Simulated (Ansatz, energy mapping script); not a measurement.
# MnS in the rock-salt structure: J from the energies of magnetic orders, part 2 of 2

How strongly do the moments of MnS in the rock-salt structure couple under PBE+U (4.4 eV)? The plan is to run several orders and fit a Heisenberg model.

PBE with U = 4.4 eV on Mn d, ortho-atomic projectors; plane waves, U on orthogonalised atomic orbitals unless named otherwise, collinear spin, no spin–orbit coupling.

So far. Step 9 (Order 6: uncompensated ++−, cell C of 6 atoms): The run ends ferrimagnetic, 25.24 meV a magnetic atom below the parallel order of its cell. Step 10 (Order 7: parallel, cell D of 6 atoms): The run ends ferromagnetic. For each magnetic atom its energy differs from the parallel run of the first cell by 0.01 meV, an error that one common reference would have brought in.

### 11. Run 8 (uncompensated ++−; cell D, 6 atoms)

This order reverses 6.67 of the 12 neighbours at 3.77 Å, 2.67 of the 6 neighbours at 5.33 Å and 8 of the 24 neighbours at 6.52 Å, counted for an average magnetic atom.

input.yaml

```yaml
crystal:
  lattice:
    - [0.0, -2.663168897, -2.663168897]
    - [-5.326337794, 0.0, 0.0]
    - [2.663168897, 5.326337794, -2.663168897]
  atoms:
    - { symbol: Mn, position: [0.666666667, 0.666666667, 0.333333333], spin: 4.5 }
    - { symbol: Mn, position: [0.333333333, 0.333333333, 0.666666667], spin: 4.5 }
    - { symbol: Mn, position: [0.0, 0.0, 0.0], spin: -4.5 }
    - { symbol: S, position: [0.666666667, 0.166666667, 0.333333333] }
    - { symbol: S, position: [0.333333333, 0.833333333, 0.666666667] }
    - { symbol: S, position: [0.0, 0.5, 0.0] }
magnetization:
  spin_polarized: true
kpoints:
  mp_grid: { grid: [7, 7, 7] }
hamiltonian:
  xc: pbe
  hubbard:
    sites:
      - { species: Mn, l: d, u_eff: 4.4 }
      - { site: 0, l: d, u_eff: 4.4, starting_ns: [{ spin: up, occupation_matrix: mn1_major }, { spin: down, occupation_matrix: mn1_minor }] }
      - { site: 1, l: d, u_eff: 4.4, starting_ns: [{ spin: up, occupation_matrix: mn1_major }, { spin: down, occupation_matrix: mn1_minor }] }
      - { site: 2, l: d, u_eff: 4.4, starting_ns: [{ spin: up, occupation_matrix: mn1_minor }, { spin: down, occupation_matrix: mn1_major }] }
    projectors: ortho-atomic
    occupation_matrices:
      mn1_major:
        matrix:
          - [0.994, 0.0, 0.0, 0.0, 0.0]
          - [0.0, 0.999, 0.0, 0.0, 0.0]
          - [0.0, 0.0, 0.999, 0.0, 0.0]
          - [0.0, 0.0, 0.0, 0.994, 0.0]
          - [0.0, 0.0, 0.0, 0.0, 0.999]
      mn1_minor:
        matrix:
          - [0.095, 0.0, 0.0, 0.0, 0.0]
          - [0.0, 0.021, 0.0, 0.0, 0.0]
          - [0.0, 0.0, 0.021, 0.0, 0.0]
          - [0.0, 0.0, 0.0, 0.095, 0.0]
          - [0.0, 0.0, 0.0, 0.0, 0.021]
scf:
  occupations: { method: fermi_dirac, width: 0.04 }
output:
  eigenvalues: true
```

The run is started by

```bash
$ ansatz run input.yaml --threads 4 --pin off --max-ram 8192MiB --backend cpu --events-out ev --progress --plain --runs-dir out
```

The job ended after 18 s (4 threads of Arm Neoverse V1, shared host; peak memory 0.84 GiB; 69 s of CPU time).

The run ends ferrimagnetic, 22.66 meV a magnetic atom below the parallel order of its cell.

### 12. The fit

Each energy difference is a sum of couplings weighted by the pairs that the order reverses. A few near shells are fitted to the differences by least squares. Energies are those extrapolated to zero occupation width, not the free energies F.

The orders side by side; each is measured from the parallel order in the same cell and on the same mesh:

```
                      order  atoms  energy (meV a magnetic atom)  moments (μB)  moments kept as typed  opposed neighbours at 3.77, 5.33, 6.52 Å
         parallel in cell A      4                          0.00          4.57                    yes                                   0, 0, 0
   compensated +− in cell A      4                        -31.57          4.50                    yes                                  6, 6, 12
         parallel in cell B      4                          0.00          4.57                    yes                                   0, 0, 0
   compensated +− in cell B      4                        -11.78          4.55                    yes                                  8, 0, 16
         parallel in cell C      6                          0.00          4.57                    yes                                   0, 0, 0
uncompensated ++− in cell C      6                        -25.24  4.50 to 4.53                    yes                                  4, 4, 12
         parallel in cell D      6                          0.00          4.57                    yes                                   0, 0, 0
uncompensated ++− in cell D      6                        -22.66  4.51 to 4.54                    yes                             6.67, 2.67, 8
```

Couplings from the energies, with E = −Σ J e·e over ordered pairs:

```
 pair  distance (Å)  neighbours  J (meV)
Mn–Mn          3.77          12   -0.706
Mn–Mn          5.33           6    -2.03
Mn–Mn          6.52          24  -0.0423
```

Adding the shell at 7.53 Å gives -0.38, -1.9, -0.18 and -0.35 meV and a mean-field temperature of 55.7 K, an exact solve that tests nothing.

In mean field these couplings order at 94.4 K, at q = (0.50, 0.50, 0.50) in fractions of the conventional cell's reciprocal vectors, and give a Curie–Weiss temperature of -168 K.

### 13. Monte Carlo

Mean field ignores fluctuations and overstates the ordering temperature, so the model is also sampled. The heat capacity peaks where order sets in.

Classical unit spins with these couplings on 8×8×4 copies of a cell that holds the lowest order (512 spins), heat-bath sweeps, cooled from random directions, 1009 sweeps to settle and 3027 measured at each temperature, averaged over 4 runs.

```
T (K)  order along the lowest pattern  net moment  heat capacity (k_B a spin)
 11.3                            0.47        0.01                        1.08
 19.4                            0.40        0.01                        1.09
 31.4                            0.34        0.01                        1.17
 39.5                            0.37        0.01                        1.29
 47.5                            0.35        0.02                        1.42
 59.6                            0.28        0.02                        1.80
 63.6                            0.25        0.02                        1.86
 67.6                            0.22        0.02                        1.92
 75.7                            0.16        0.02                        1.14
 83.7                            0.12        0.02                        0.69
 95.8                            0.09        0.02                        0.37
  104                            0.08        0.02                        0.28
```

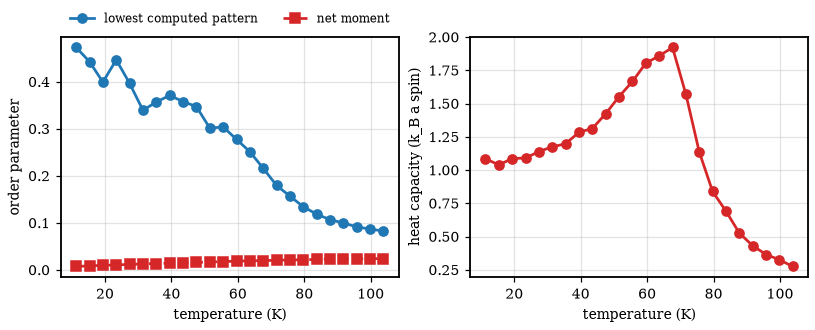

Order parameter and heat capacity against temperature.

The smoothed heat capacity peaks at 64.2 K. The order column follows one pattern alone; equivalent domains or another pattern share the rest.

### 14. What came out

* lowest order tried: compensated +− in cell A
* largest fitted value, Mn–Mn at 5.33 Å: -2.03 meV
* ordering temperature, mean field: 94.4 K
* heat-capacity peak, Monte Carlo: 64.2 K

Of the orders tried, MnS in the rock-salt structure prefers the order “compensated +− in cell A” under PBE+U (4.4 eV), with 6 of 12 neighbours at 3.77 Å, 6 of 6 neighbours at 5.33 Å and 12 of 24 neighbours at 6.52 Å opposed. The largest fitted coupling is the Mn–Mn pair at 5.33 Å, antiferromagnetic at -2.0 meV, across a ligand at about 180°. It also takes up the part of reversed shells that are not fitted, so neither its size nor its rank as a single path is established. The orders also reverse pairs at 7.53 Å, which are not fitted, so the fitted values hold their part too. With 4 differences for 3 couplings the fit misses by 2.3 meV at most, which is not small: farther shells, terms beyond the Heisenberg form or the mesh can cause that. In the fitted orders moments change by up to 1.5 % against the parallel run of the same cell, so their size stays put. One more shell, at 7.53 Å, moves the mean-field temperature from 94.4 to 55.7 K, so the temperatures, and any agreement with experiment, hang on where the fit is cut. Monte Carlo puts the peak at 0.68 of the mean-field temperature, since mean field leaves out fluctuations. In tests on simple cubic and body-centred models such peaks lay 5 to 6 % under the bulk value. On cooling, the order along the one computed pattern stays at or under 0.47: the model settles in an equivalent domain, a degenerate mixture or another order. The parallel order holds 5 μB a magnetic atom, spin 2.5; the common factor (S+1)/S would raise the classical 64.2 K to 89.9 K, a correction that often overshoots. The classical value and the one scaled by (S+1)/S differ by a factor of 1.4, so closeness of either to the measured temperature is partly a matter of convention. The cell was built from a prototype and relaxed; a distortion that needs a larger cell, or another structure that the compound may prefer, is not captured.

Calculation against experiment:

| quantity | measured | PBE (U 4.6 eV) | PBE+U (4.4 eV), Monte Carlo | PBE+U (4.4 eV), Monte Carlo × (S+1)/S |
| --- | --- | --- | --- | --- |
| lattice constant a (Å) | 5.224 | 5.326 (+2.0 %) | - | - |
| ordering temperature (spin model) (K) | 150 | - | 64 (-57.2 %) | 90 (-40.1 %) |

Measured values from arxiv:1108.4537 (2011).

Verdict: The lattice constant a is off by +2.0 %. The ordering temperature is off by -57.2 % at PBE+U (4.4 eV), Monte Carlo: a clear miss. Of the levels listed, nearest comes PBE+U (4.4 eV), Monte Carlo × (S+1)/S (-40.1 %). A U picked for its result is no test. The grades are ours: good and fair within 0.7 and 1.5 % for the lattice constant a. Zero-point motion and thermal expansion (measured at up to 300 K) are not in the computed lattice constants.

[Logs and program files are shortened in this print: banners, set-up blocks, solver, clock and traceback lines can be left out without a mark of their own.]

[Logs are printed without paths, hosts, clocks, repeated set-up lines and the standing remarks that a program may print on its own settings, such as how far it seeks lower states.]

[Hosts, paths, dates, database ids (printed as entryN), source tags and the programs' standing remarks are cut or masked in the printed files.]

[Where a cell is said to come from a database of computed structures, the database is the Materials Project.]
